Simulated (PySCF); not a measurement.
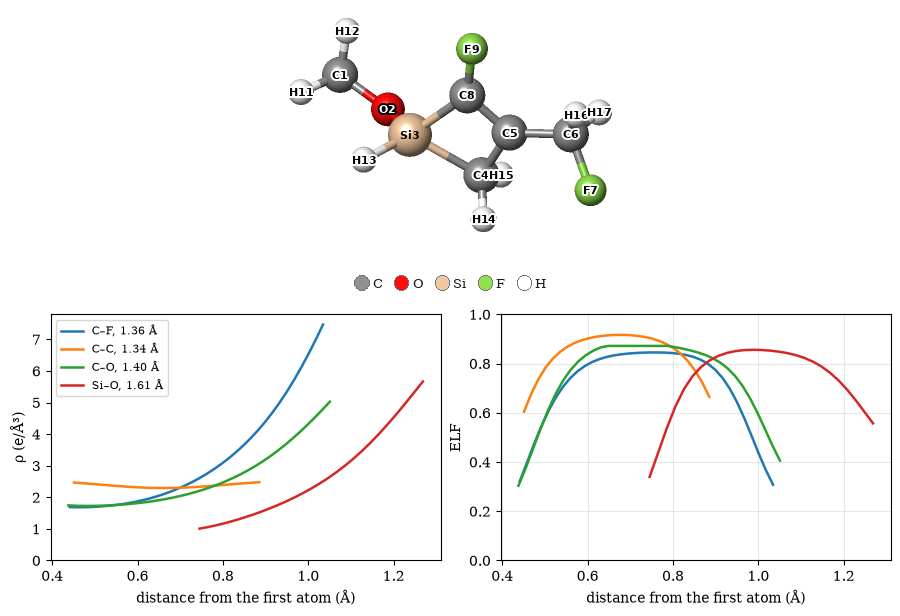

Figure. C$_{5}$H$_{8}$F$_{2}$OSi. Electron density and electron localisation function along straight lines between neighbouring atoms. The curves leave out the atomic cores. The structure is drawn too.

Geometry: GFN2-xTB.

Computed with PBE0/pcSseg-1, SCF density, gas phase, non-relativistic in PySCF.

```xyz
17

C     3.2589    0.2744   -0.6654
O     2.0147   -0.3431   -0.4860
Si    0.5386    0.1178   -0.9365
C    -0.7767   -1.1137   -0.2924
C    -1.3992    0.0095    0.5036
C    -2.6226   -0.1017    1.3440
F    -3.5089   -1.0126    0.8157
C    -0.5941    1.0498    0.2720
F    -0.7469    2.2972    0.7825
H     4.0305   -0.4506   -0.4064
H     3.3905    0.5907   -1.7014
H     3.3476    1.1468   -0.0159
H     0.4785    0.6101   -2.3080
H    -1.4654   -1.5315   -1.0219
H    -0.4285   -1.9281    0.3385
H    -3.1484    0.8570    1.4148
H    -2.3759   -0.4601    2.3530
```

### Compare the contacts.

C–F (1.36 Å): ρ at the midpoint is about 2.2 e/Å³, with its minimum of 1.7 e/Å³ about 0.5 Å from C; the ELF peaks at about 0.85 between the atoms (a shared but strongly polarised pair).
C–C (1.34 Å): ρ at the midpoint is about 2.3 e/Å³; the ELF peaks at about 0.90 between the atoms (a short, multiple covalent bond).
C–O (1.40 Å): ρ at the midpoint is about 2 e/Å³, with its minimum of 1.7 e/Å³ about 0.5 Å from C; the ELF peaks at about 0.85 between the atoms; a shared but strongly polarised pair.
Si–O (1.61 Å): the density is about 1.2 e/Å³ at the midpoint; the ELF peaks at about 0.85 between the atoms (a short, strongly polar bond).
